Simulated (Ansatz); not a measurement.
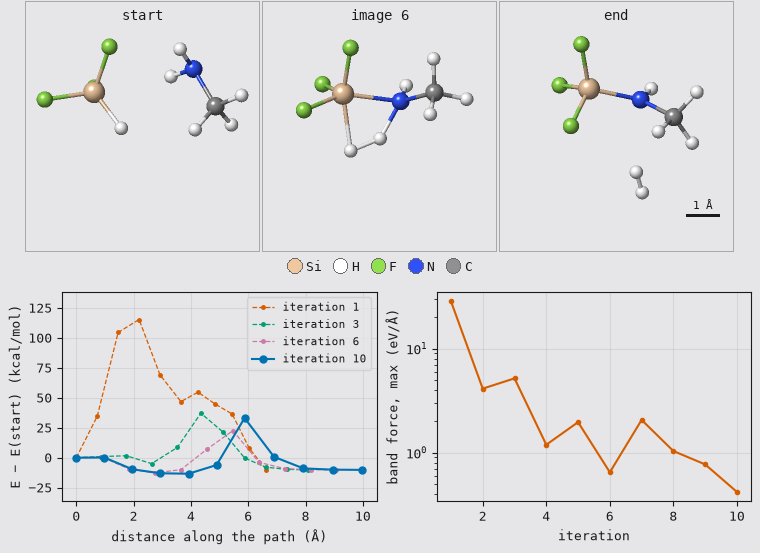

A search for the minimum-energy path of CH₆F₃NSi, made up at the start of SiHF3 and CH5N by the nudged elastic band. Images are numbered from 0 (start) to 10 (end). The plot follows the band through its iterations. A ball-and-stick model, seen from a free direction.

The calculation used RKS PBE0-D4/def2-SVP in Ansatz. Set-up: 9 movable images; climbing image; force threshold 0.05 eV/Å; iteration limit 10; starting path through a guess of the saddle point.

Judge this run.

Answer. The result isn't final. The band hadn't converged when the run stopped after 10 iterations. The largest component of the band force went from 29 to 0.42 eV/Å. The barrier read from it is provisional: over the last two iterations the highest image moved from 26.8 kcal/mol to 33.1 kcal/mol. The iteration limit was low. The first iteration put the highest image at 115.3 kcal/mol. The highest point, image 6, lies 33.1 kcal/mol above the start and 43.3 kcal/mol above the end; the end is at −10.2 kcal/mol relative to the start. Image 4 lies below both ends, at −13.4 kcal/mol, which may mean an intermediate minimum or an end that is no minimum.

Limits of the set-up: the start holds two separate molecules, 2.3 Å apart at their closest, whose relative position is a soft coordinate.

The run took 5 min on 2 threads of Arm Neoverse V1, with other jobs on the host, peak memory 0.28 GiB.
